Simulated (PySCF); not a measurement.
# CH2O2, SMILES `O=CO`: electronic structure

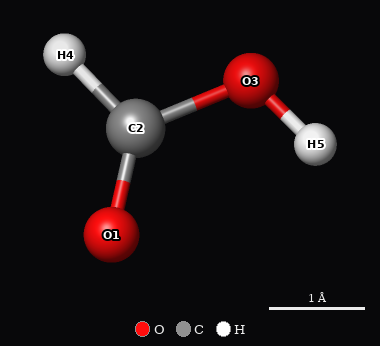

The molecule, with its atoms numbered as below. No frequency check shows the geometry to be a minimum.

Cartesian coordinates (Å):

```
O1       1.1284    0.2627    0.0000
C2       0.1311   -0.3916    0.0000
O3      -1.1021    0.0853    0.0000
H4       0.1002   -1.4918    0.0000
H5      -1.0975    1.0580    0.0000
```

Part 1: Bonding charge

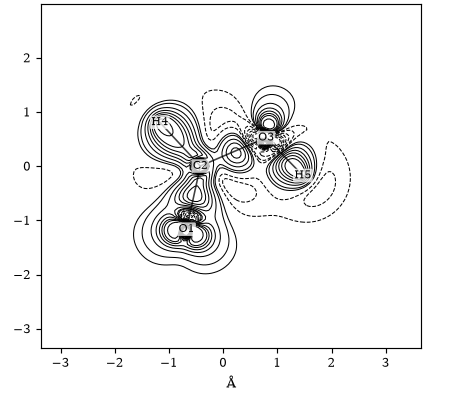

Deformation density (molecule less spherical, spin-averaged free atoms) in the molecular plane; contours at ±0.05 to ±0.8 e/Å³; solid lines: gain, dashed lines: loss.

PySCF calculation, r2SCAN/6-311G**, gas phase; geometry: GFN2-xTB.

> Describe the bonding that the map shows.

O3–H5: +0.78 e/Å³ at the bond critical point (bond length 0.97 Å, Mayer order 0.9). C2–H4: +0.76 e/Å³ at the bond critical point (bond length 1.10 Å, Mayer order 0.9). O1–C2: +0.62 e/Å³ at the bond critical point (bond length 1.19 Å, Mayer order 2.0). C2–O3: +0.21 e/Å³ at the bond critical point (bond length 1.32 Å, Mayer order 1.2). In all, 1.1 electrons gather in the regions of gain relative to the promolecule.

> Where do the Hirshfeld charges lie?

The highest Hirshfeld charge is on H5 (+0.19 e), the lowest on O1 (−0.26 e).

Part 2: Bond critical points

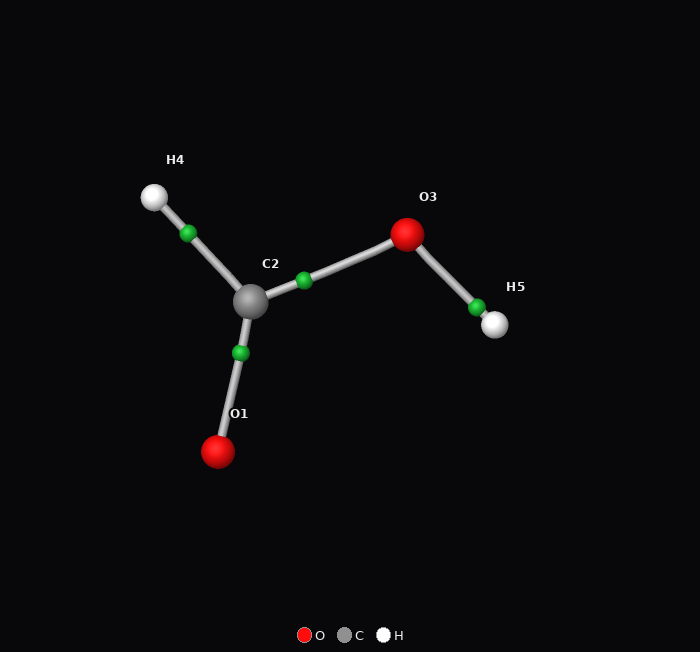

Molecular graph of the electron density (QTAIM): bond paths, bond critical points (green), ring points (magenta, if any); weak paths are dashed.

> How many critical points of each kind are there, and does the count close?

5 nuclei, 4 bond, 0 ring and 0 cage critical points: 5 − 4 + 0 − 0 = 1, as the Poincaré–Hopf relation requires.

> What does the calculation give at each kind of bond critical point?

```tsv
bond	length (Å)	ρ (a.u.)	∇²ρ (a.u.)	ε	H (a.u.)
O1–C2	1.193	0.425	+0.05	0.08	−0.726
O3–H5	0.973	0.353	−2.45	0.01	−0.680
C2–O3	1.322	0.309	−0.25	0.03	−0.458
C2–H4	1.101	0.281	−0.98	0.03	−0.276
```

> What kind of interaction is C2–H4?

Shared-shell (covalent): ρ = 0.281, ∇²ρ = −0.98, H = −0.276 a.u.

Part 3: Local ionisation energy

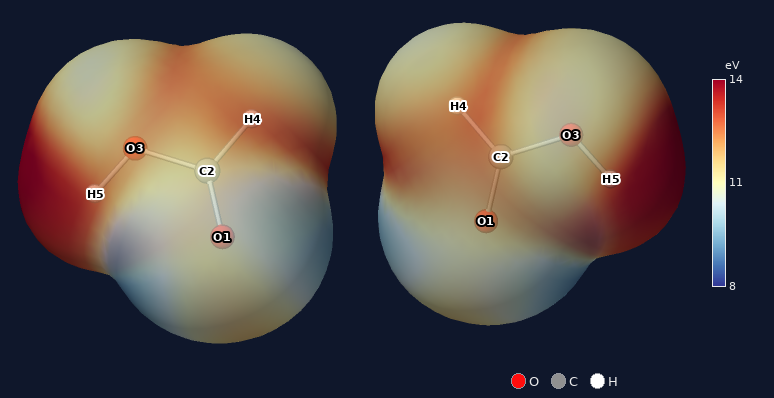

Average local ionisation energy on the surface of electron density 0.001 a.u. (back view left, front view right).

> Where are the most loosely bound electrons on this surface?

The lowest value is 8.9 eV, about equally far (1.8 Å) from O1 and H5. Further minima include 9.1 eV, 1.8 Å from O1; 10.7 eV, off the molecular plane, over O3 (1.8 Å), and at like points elsewhere; 10.8 eV, 1.3 Å from H4. For comparison, the highest occupied orbital lies at −7.0 eV.

> What volume does the surface enclose, and what is the dipole moment?

About 53 Å³; the dipole moment is 1.6 D.

Part 4: The π system

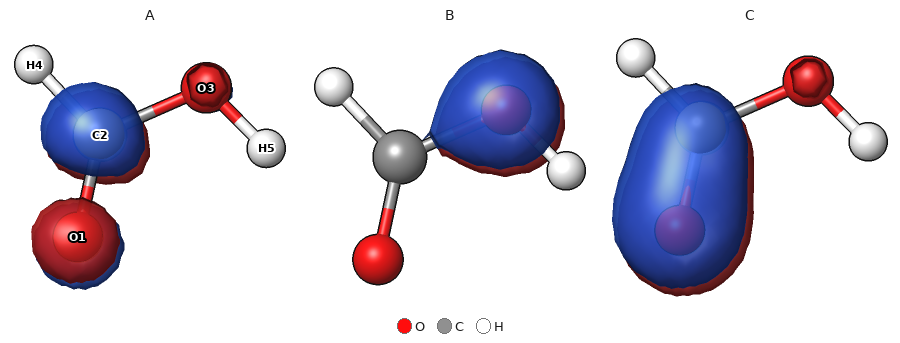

Natural orbitals of the π active space, CASSCF(4,3), singlet state, in random order.

Method: def2-SVPD basis; geometry: GFN2-xTB; program: PySCF.

> Which orbitals are strongly, which singly and which weakly occupied?

Strongly: B (2.00), C (1.94). Weakly: A (0.06). Broadly, orbitals with more nodes between bonded atoms hold fewer electrons.

> How multiconfigurational is the state?

The leading determinant weighs 0.97; the effective number of unpaired electrons, Σ n²(2−n)², is 0.02; the most occupied of the weakly occupied orbitals holds 0.06 e, as in an ordinary closed-shell π system. The active space lowers the energy by 0.76 eV against Hartree–Fock.

> Where does the lowest triplet lie relative to the singlet, at this geometry and within this active space?

7.07 eV above it by strongly contracted NEVPT2 (+6.43 eV by CASSCF); a small basis tends to put such gaps a few tenths of an eV too high. This is a vertical energy for π states alone; a state that uses lone pairs or σ orbitals may lie lower.
